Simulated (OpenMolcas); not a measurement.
**Pr⁴⁺: multiconfigurational calculation**

- system: Pr⁴⁺, among 6 point charges of −1 e at 2.62 Å, trigonal prism (D3h), axial distortion 0.96, whose field is part of the energies.
- method: state-averaged CASSCF, active space 1 electron in the shell 4f, basis ANO-RCC-VDZP, DKH2 scalar Hamiltonian, spin-orbit coupling by RASSI with atomic mean-field integrals (OpenMolcas)

### Summary

- outcome: converged
- energy of the lowest spin-free term: −9231.95361 hartree
- energy of the lowest spin-orbit level: −9231.96148 hartree
- largest spread among components of a term: 0.0 cm⁻¹
- hardware: 1 thread of Arm Neoverse V1, 24 GiB of memory available, shared host
- wall time: 2.9 s

### Notes

Limits: point charges have no covalency.

### Input
```
&GATEWAY
Coord
1

Pr 0.0 0.0 0.0
Basis=ANO-RCC-VDZP
Group=NoSym
NoMove
AngMom=0.0 0.0 0.0
AMFI
XField
6 Angstrom 0
1.920383 0.000000 1.782282 -1.000000
-0.960191 1.663100 1.782282 -1.000000
-0.960191 -1.663100 1.782282 -1.000000
1.920383 0.000000 -1.782282 -1.000000
-0.960191 1.663100 -1.782282 -1.000000
-0.960191 -1.663100 -1.782282 -1.000000
&SEWARD
&RASSCF
FileOrb=start.orb
Symmetry=1
Spin=2
nActEl=1 0 0
Inactive=27
Ras2=7
CIRoot=7 7 1
SDav=7
CIMx=300
Iter=120 100
PrWF=0.3
OrbListing=Nothing
MaxOrb=0
>>> COPY $Project.JobIph JOB001
&RASSI
NrOfJobIphs=1 7
1 2 3 4 5 6 7
IphNames
JOB001
EJob
SpinOrbit
DIPRint=1.0
SOCoupling=1000.0
Subsets=2
Property=9
'ANGMOM' 1 'ANGMOM' 2 'ANGMOM' 3 'MLTPL  1' 1 'MLTPL  1' 2 'MLTPL  1' 3
'AMFI' 1 'AMFI' 2 'AMFI' 3
SOProperty=3
'ANGMOM' 1 'ANGMOM' 2 'ANGMOM' 3
```

The file start.orb holds starting orbitals from an earlier step. A driver script formed the levels outside the program, from RASSI's spin-orbit matrix and the active-space energies, averaged over the components of each term or state.

Run as:
```bash
OMP_NUM_THREADS=1 MOLCAS_MEM=2252 MOLCAS_PROJECT=a pymolcas a.inp > a.log  # once for each step of the input, in one work folder
```

### Output (extracts)
```
--- SEWARD ---
Basis set label: PR.ANO-RCC...7S6P4D2F1G.

      Electronic valence basis set:
      ------------------
      Associated Effective Charge  59.000000 au
      Associated Actual Charge     59.000000 au
      Nuclear Model: Point charge

      Shell  nPrim  nBasis  Cartesian Spherical Contaminant
         s      25       7        X
         p      22       6        X
         d      15       4                 X
         f      11       2                 X
         g       4       1                 X
                  Relativistic Douglas-Kroll-Hess integrals:
                    - DKH order of Hamiltonian: 2
                    - DKH order of Properties : 0
                  Atomic mean-field integrals
--- RASSCF ---
Wave function specifications:
      -----------------------------

      Number of closed shell electrons          54
      Number of electrons in active shells       1
      Max number of holes in RAS1 space          0
      Max nr of electrons in RAS3 space          0
      Number of inactive orbitals               27
      Number of active orbitals                  7
      Number of secondary orbitals              34
      Spin quantum number                      0.5
      State symmetry                             1
Orbital specifications:
      -----------------------

      Symmetry species                           1
                                                 a
      Frozen orbitals                            0
      Inactive orbitals                         27
      Active orbitals                            7
      RAS1 orbitals                              0
      RAS2 orbitals                              7
      RAS3 orbitals                              0
      Secondary orbitals                        34
      Deleted orbitals                           0
      Number of basis functions                 68
      Number of CSFs                             7
      Number of root(s) required                 7
      Iter CI   SX   CI       RASSCF       Energy    max ROT     max BLB   max BLB  Level Ln srch  Step   QN
          iter iter root      energy       change     param      element    value   shift minimum  type update
 Nr of preliminary CI iterations:   1
      Total energies have been shifted. Add                -9000.00 au
        1   1    8    0  -231.64510332    0.00E+00  -1.76E-01*  27  42 1 -4.63E-01*  0.03   0.00    SX    NO
        2   1    7    0  -231.94128690   -2.96E-01*  5.49E-02   21  50 1  8.77E-02*  0.35   0.00    SX    NO
        3   1    6    0  -231.95118241   -9.90E-03* -1.03E-02   27  39 1  1.63E-02*  0.29   0.00    SX    NO
        4   1    6    0  -231.95166177   -4.79E-04* -2.73E-03   21  50 1  3.80E-03*  0.31   0.00    SX    NO
        5   1    5    0  -231.95168935   -2.76E-05* -6.76E-04   27  39 1  1.03E-03*  0.31   0.98    QN   YES
        6   1    5    0  -231.95169152   -2.17E-06* -3.18E-04   26  30 1  2.49E-04*  0.31   1.19    QN   YES
        7   1    5    0  -231.95169169   -1.73E-07*  1.66E-04   26  30 1  9.73E-05   0.31   1.02    QN   YES
        8   1    4    0  -231.95169172   -2.95E-08* -3.40E-05   27  39 1 -4.53E-05   0.31   1.15    QN   YES
        9   1    4    0  -231.95169172   -3.94E-09  -8.43E-06   27  31 1 -9.10E-06   0.31   1.12    QN   YES
      Convergence after  9 iterations
       10   1    4    0  -231.95169172   -2.07E-10  -8.43E-06   27  31 1 -4.90E-06   0.31   1.12    QN   YES
      Natural orbitals and occupation numbers for root  1
      sym 1:   1.000000  -0.000000   0.000000  -0.000000  -0.000000   0.000000  -0.000000
      Natural orbitals and occupation numbers for root  2
      sym 1:  -0.000000  -0.000000   0.000000  -0.000000  -0.000000  -0.000000   1.000000
      Natural orbitals and occupation numbers for root  3
      sym 1:   0.000000   1.000000  -0.000000  -0.000000  -0.000000  -0.000000   0.000000
::    RASSCF root number  1 Total energy:  -9231.95360670
::    RASSCF root number  2 Total energy:  -9231.95356970
::    RASSCF root number  3 Total energy:  -9231.95132928
::    RASSCF root number  4 Total energy:  -9231.95132928
::    RASSCF root number  5 Total energy:  -9231.95068432
::    RASSCF root number  6 Total energy:  -9231.95068432
::    RASSCF root number  7 Total energy:  -9231.95063848
--- RASSI ---
SPIN-FREE ENERGIES:
  (Shifted by EMIN (a.u.) =      -9231.9536066957)

 SF State       Relative EMIN(au)   Rel lowest level(eV)    D:o, cm**(-1)      L_eff

     1             0.0000000000        0.0000000000              0.0000         3.0
     2             0.0000370000        0.0010068210              8.1206         3.0
     3             0.0022774156        0.0619716354            499.8349         3.0
     4             0.0022774156        0.0619716354            499.8349         3.0
     5             0.0029223760        0.0795219034            641.3874         3.0
     6             0.0029223776        0.0795219449            641.3877         3.0
     7             0.0029682133        0.0807691975            651.4475         3.0
     Dipole printing threshold changed to   1.00000000E+00

++ Dipole transition strengths (spin-free states):
   -----------------------------------------------
     for osc. strength at least  1.00000000E+00

  ( Max oscillator strength is only    2.2529659918929371E-009 )
--
Eigenvalues of complex Hamiltonian:
   -----------------------------------
  (Shifted by EMIN (a.u.) =      -9231.9536066957)

 SO State       Relative EMIN(au)   Rel lowest level(eV)    D:o, cm**(-1)     J-value

     1            -0.0078724535        0.0000000000              0.0000         1.2
     2            -0.0078724535        0.0000000000              0.0000         1.2
     3            -0.0057347111        0.0581709338            469.1802         2.1
     4            -0.0057347111        0.0581709338            469.1802         2.1
     5            -0.0052556039        0.0712081059            574.3321         2.5
     6            -0.0052556039        0.0712081059            574.3321         2.5
     7             0.0061474656        0.3815014351           3077.0166         1.4
     8             0.0061474656        0.3815014351           3077.0166         1.4
     9             0.0081343930        0.4355684833           3513.0967         2.6
    10             0.0081343930        0.4355684833           3513.0967         2.6
    11             0.0088903987        0.4561404469           3679.0208         3.2
    12             0.0088903987        0.4561404469           3679.0208         3.2
    13             0.0090953091        0.4617163432           3723.9935         3.5
    14             0.0090953091        0.4617163432           3723.9935         3.5
Weights of the five most important spin-orbit-free states for each spin-orbit state.

 SO State  Total energy (au)           Spin-free states, spin, and weights
 -------------------------------------------------------------------------------------------------------
    1        -0.007872       1 0.5  0.4461    2 0.5  0.4438    3 0.5  0.0550    4 0.5  0.0550    7 0.5  0.0000
    2        -0.007872       1 0.5  0.4461    2 0.5  0.4438    3 0.5  0.0550    4 0.5  0.0550    7 0.5  0.0000
    3        -0.005735       4 0.5  0.3661    3 0.5  0.3661    5 0.5  0.1339    6 0.5  0.1339    7 0.5  0.0000
    4        -0.005735       4 0.5  0.3661    3 0.5  0.3661    5 0.5  0.1339    6 0.5  0.1339    7 0.5  0.0000
    5        -0.005256       7 0.5  0.4269    6 0.5  0.2865    5 0.5  0.2865    3 0.5  0.0000    4 0.5  0.0000
    6        -0.005256       7 0.5  0.4269    6 0.5  0.2865    5 0.5  0.2865    3 0.5  0.0000    4 0.5  0.0000
    7         0.006147       2 0.5  0.5001    1 0.5  0.4998    3 0.5  0.0000    4 0.5  0.0000    6 0.5  0.0000
    8         0.006147       2 0.5  0.5001    1 0.5  0.4998    3 0.5  0.0000    4 0.5  0.0000    6 0.5  0.0000
    9         0.008134       3 0.5  0.4450    4 0.5  0.4450    2 0.5  0.0561    1 0.5  0.0540    7 0.5  0.0000
   10         0.008134       3 0.5  0.4450    4 0.5  0.4450    2 0.5  0.0561    1 0.5  0.0540    7 0.5  0.0000
   11         0.008890       5 0.5  0.3661    6 0.5  0.3661    4 0.5  0.1339    3 0.5  0.1339    7 0.5  0.0000
   12         0.008890       5 0.5  0.3661    6 0.5  0.3661    4 0.5  0.1339    3 0.5  0.1339    7 0.5  0.0000
```

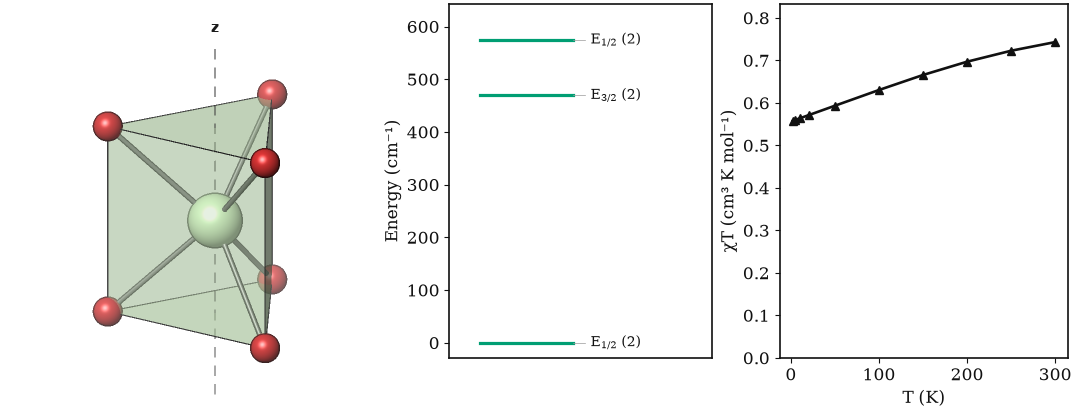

Figure 1. Pr⁴⁺ (4f) among 6 point charges of −1 e at 2.62 Å, arranged as: trigonal prism (D3h), axial distortion 0.96, with its levels and susceptibility. Labels give the representation in O, Td, D4 or D3 as the site allows (double group for half-integer spin) where it could be assigned and, in brackets, the degeneracy; spin-free states, where drawn, share the zero of the spin-orbit levels. Powder susceptibility by Van Vleck's formula. The ground level is E₁/₂, a Kramers doublet, 100 % from states of spin multiplicity 2, effective J = 2.50, with |mJ| = 5/2 the largest share (100 %). Its principal g values are 0.00, 0.00 and 4.22, easy-axis. The next level lies at 469 cm⁻¹ (E₃/₂). The lowest J multiplet spreads over 574 cm⁻¹. χT is 0.558 cm³ K mol⁻¹ at 2 K and 0.743 at 300 K, an effective moment of 2.44 μB.
